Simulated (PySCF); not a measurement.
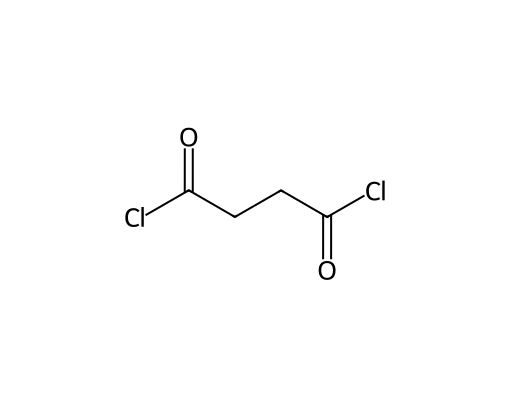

The computed structure is the end point of a GFN2-xTB optimisation. No frequency run is at hand to confirm it as a minimum. Method: PBE0/def2-SVPD, gas phase (PySCF 2.14.0). Excitations: vertical, linear response.

> What is the HOMO energy (Kohn–Sham orbital)?

−8.94 eV.

> Give the dipole moment at this level.

4.03 D.

> Give the lowest vertical singlet excitation at this level.

5.26 eV.

> Estimate the LUMO energy (Kohn–Sham orbital).

−1.45 eV.
